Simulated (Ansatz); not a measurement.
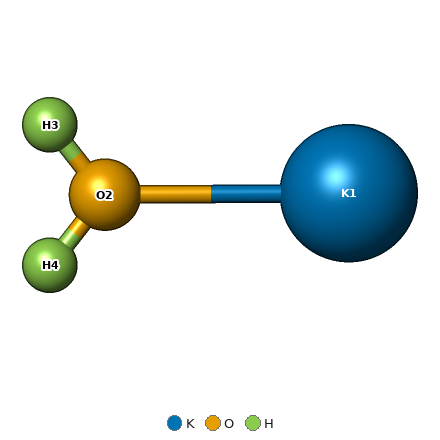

The system is H2KO, charge +1; the picture shows the reference structure. The turn is about an axis along (−0.16, 0.99, 0.05) in the frame of the relaxed pair, normal to the line between the partners. Coordinates scanned: (1) distance O2···K1; (2) turn of K1 about O2. The grid has 15 × 15 points; 167 points were computed and 54 follow by symmetry. At 4 points there is no value (left out of the scan, as a rule where atoms come close). Points are written as (first, second). Energies are in eV, from the lowest grid point. Theory: RHF-MP2, frozen core/def2-TZVPD in Ansatz.

Its coordinates:

```xyz
4

K     0.2159    0.1499   -2.2635
O    -0.0342   -0.0238    0.3594
H    -0.8395   -0.1776    0.8730
H     0.6578    0.0514    1.0311
```

Range: distance O2···K1 from 2.218 to 4.218 Å; turn of K1 about O2 from −90.0 to 90.0°.

**Predict the map.**

The lowest grid point is at (2.691 Å, 0.0°). It is the only kind of minimum in the scanned range. The highest grid point, (2.349 Å, −90.0°), lies 1.90 eV above the lowest. Round the minimum the two coordinates are nearly uncoupled.

| turn of K1 about O2 ↓, distance O2···K1 → | 2.218 | 2.268 | 2.349 | 2.450 | 2.564 | 2.691 | 2.829 | 2.976 | 3.132 | 3.296 | 3.467 | 3.645 | 3.830 | 4.021 | 4.218 |
| --- | --- | --- | --- | --- | --- | --- | --- | --- | --- | --- | --- | --- | --- | --- | --- |
| 90.0 | – | – | 1.90 | 1.56 | 1.31 | 1.12 | 1.00 | 0.92 | 0.88 | 0.85 | 0.84 | 0.83 | 0.82 | 0.82 | 0.81 |
| 77.1 | 1.70 | 1.50 | 1.26 | 1.05 | 0.89 | 0.79 | 0.73 | 0.70 | 0.70 | 0.70 | 0.70 | 0.71 | 0.72 | 0.72 | 0.73 |
| 64.3 | 1.13 | 0.99 | 0.82 | 0.68 | 0.58 | 0.53 | 0.51 | 0.51 | 0.53 | 0.55 | 0.57 | 0.59 | 0.61 | 0.63 | 0.64 |
| 51.4 | 0.78 | 0.67 | 0.53 | 0.42 | 0.36 | 0.33 | 0.33 | 0.36 | 0.39 | 0.42 | 0.46 | 0.49 | 0.52 | 0.55 | 0.57 |
| 38.6 | 0.57 | 0.47 | 0.34 | 0.25 | 0.20 | 0.18 | 0.20 | 0.23 | 0.27 | 0.32 | 0.36 | 0.41 | 0.44 | 0.48 | 0.50 |
| 25.7 | 0.45 | 0.35 | 0.23 | 0.14 | 0.09 | 0.08 | 0.10 | 0.14 | 0.19 | 0.24 | 0.30 | 0.34 | 0.39 | 0.42 | 0.46 |
| 12.9 | 0.39 | 0.28 | 0.16 | 0.07 | 0.03 | 0.02 | 0.05 | 0.09 | 0.14 | 0.20 | 0.25 | 0.31 | 0.35 | 0.39 | 0.43 |
| 0.0 | 0.37 | 0.26 | 0.14 | 0.05 | 0.00 | 0.00 | 0.03 | 0.07 | 0.13 | 0.18 | 0.24 | 0.29 | 0.34 | 0.38 | 0.42 |
| −12.9 | 0.39 | 0.28 | 0.16 | 0.07 | 0.03 | 0.02 | 0.05 | 0.09 | 0.14 | 0.20 | 0.25 | 0.31 | 0.35 | 0.39 | 0.43 |
| −25.7 | 0.45 | 0.35 | 0.23 | 0.14 | 0.09 | 0.08 | 0.10 | 0.14 | 0.19 | 0.24 | 0.30 | 0.34 | 0.39 | 0.42 | 0.46 |
| −38.6 | 0.57 | 0.47 | 0.34 | 0.25 | 0.20 | 0.18 | 0.20 | 0.23 | 0.27 | 0.32 | 0.36 | 0.41 | 0.44 | 0.48 | 0.50 |
| −51.4 | 0.78 | 0.67 | 0.53 | 0.42 | 0.36 | 0.33 | 0.33 | 0.36 | 0.39 | 0.42 | 0.46 | 0.49 | 0.52 | 0.55 | 0.57 |
| −64.3 | 1.13 | 0.99 | 0.82 | 0.68 | 0.58 | 0.53 | 0.51 | 0.51 | 0.53 | 0.55 | 0.57 | 0.59 | 0.61 | 0.63 | 0.64 |
| −77.1 | 1.70 | 1.50 | 1.26 | 1.05 | 0.89 | 0.79 | 0.73 | 0.70 | 0.69 | 0.70 | 0.70 | 0.71 | 0.72 | 0.72 | 0.73 |
| −90.0 | – | – | 1.90 | 1.56 | 1.31 | 1.12 | 1.00 | 0.92 | 0.88 | 0.85 | 0.84 | 0.83 | 0.82 | 0.82 | 0.81 |

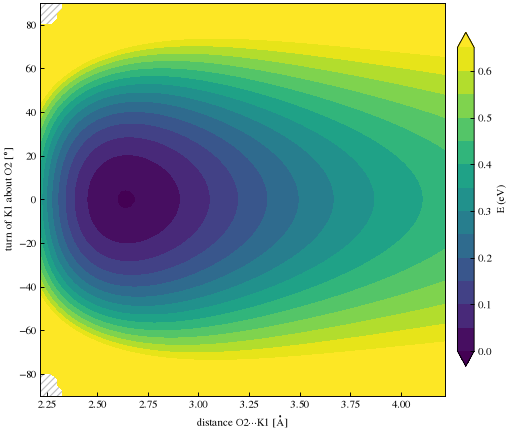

In the figure: filled contours, one colour for all values above the top of the scale, hatched blanks where no value was computed. Between grid points the surface is interpolated.

Each point was launched as `ansatz run input.yaml --threads 1 --pin off --max-ram 2560MiB --backend cpu --events-out ev --progress --plain --runs-dir out`. Time for the 167 points that were run: 3.2 min on 1 thread of Intel(R) Xeon(R) 6975P-C (Granite Rapids), on a shared host.
